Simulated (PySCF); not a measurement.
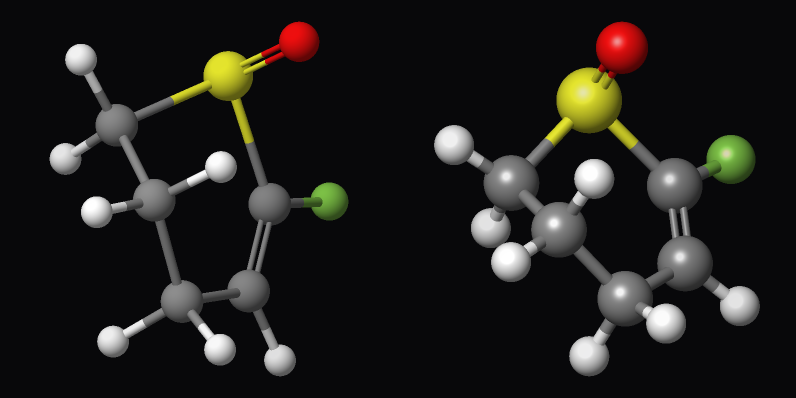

The same structure drawn twice, from different directions. Colours: oxygen red, sulfur yellow, carbon grey, fluorine green, hydrogen white.

Computed geometry: GFN2-xTB optimisation. No frequency run is at hand to confirm it as a minimum.

Question: Count the atoms of each element.

Answer: C₅H₇FOS, 15 atoms: 5 carbon, 7 hydrogen, 1 fluorine, 1 oxygen and 1 sulfur.

Question: Name functional groups in it.

Answer: Among them: alkene, sulfoxide, C–F bond.

Question: What is its SMILES?

Answer: O=[S@@]1CCCC=C1F

Question: Give the symmetry (Schoenflies symbol).

Answer: C1.

Question: Count the bonded pairs by element.

Answer: 7 C–H, 4 C–C, 2 C–S, 1 O–S, 1 C–F.

More results for the same structure follow; atom numbers are the same in all pictures, views and colours differ.

### Electronic properties

No frequency run is at hand to confirm it as a minimum. Properties computed with PBE0/pcSseg-1, gas phase (PySCF 2.14.0).

Question: Give the HOMO energy (Kohn–Sham orbital) at this level.

Answer: −7.02 eV.

Question: Give the dipole moment at this level.

Answer: 4.45 D.

Question: Give the HOMO–LUMO gap at this level.

Answer: 6.44 eV.

### Quadrupole coupling

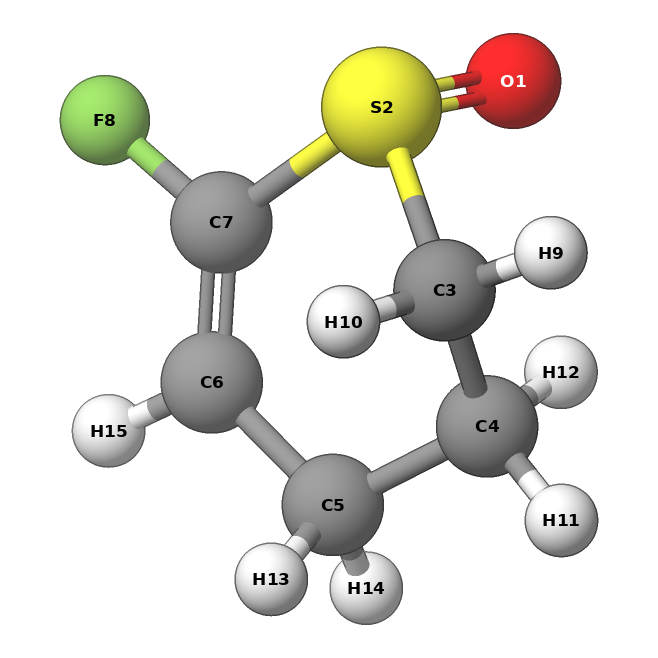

No frequency run is at hand to confirm it as a minimum. Electric field gradients from the ground-state density, PBE0/pcSseg-1 (PySCF 2.14.0), non-relativistic apart from any core potentials.

Give the largest field-gradient component, the quadrupole coupling constant and the asymmetry for 17O at O1 (Q = −25.6 mb), 33S at S2 (Q = −67.81 mb).

```csv
atom,V_zz (a.u.),e²qQ/h (MHz),η
O1,1.687,−10.15,0.40
S2,−2.057,32.8,0.23
```

### NMR shielding

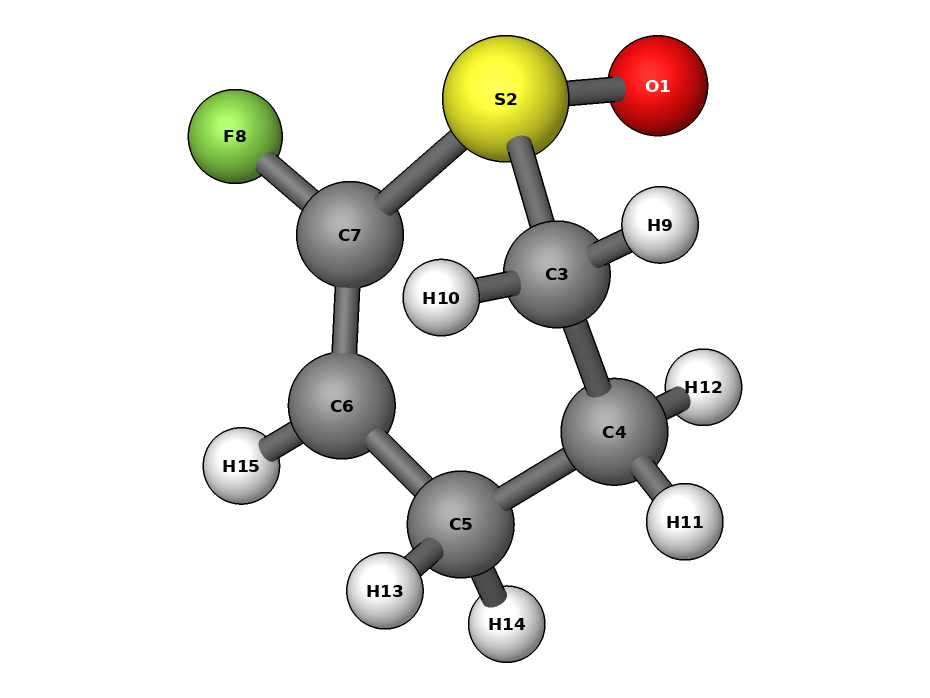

No frequency run is at hand to confirm it as a minimum. Level of theory: GIAO PBE0/pcSseg-1 NMR shielding, non-relativistic, gas phase (PySCF 2.14.0). Principal shieldings σ11 ≤ σ22 ≤ σ33, span Ω = σ33 − σ11, skew κ = 3(σiso − σ22)/Ω.

Question: Which C atom has the most anisotropic shielding?

Answer: C6, with a span of 174 ppm.

Give the shielding tensors of the C atoms.

```
atom    σ11    σ22    σ33   σiso      Ω      κ
  C3  113.7  121.7  161.8  132.4   48.0   0.67
  C4  163.5  168.6  190.2  174.1   26.6   0.62
  C5  150.9  162.6  163.4  159.0   12.5  −0.88
  C6  −17.4   75.4  156.8   71.6  174.2  −0.06
  C7  −86.7   41.8   65.7    6.9  152.4  −0.69
```

Shieldings and span in ppm.
